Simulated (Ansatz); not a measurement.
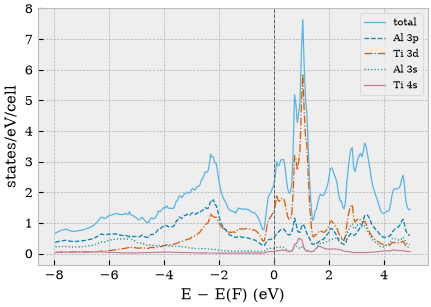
*Total and projected density of states of TiAl$_{3}$ (Cu3Au type, Pm-3m), DFT-LDA in the program Ansatz with PAW potentials*

### Question
Which orbitals carry the states next to the Fermi level?

### Answer
Within 0.5 eV of the Fermi level: Ti 3d 59 %, Al 3p 26 %, Al 3s 7 %. Projections are on Löwdin-orthogonalised atomic valence shells; empty p or d shells of many metals are not among them.

### Question
Where is the tallest occupied peak in this window, and what makes it?

### Answer
Near -2.3 eV, about 3.2 states/eV per cell; the largest projected share is Al 3p.

The workflow started from a Materials Project entry (that database holds measured and hypothetical structures alike); the Crystallography Open Database copy checked does not list it. Whether it is the stable phase at ambient conditions was not checked. The cell was relaxed with LDA under the symmetry of its start; its stability against distortions is not shown here. The run is not spin-polarised.

Potentials: the later of the program's two PAW sets.
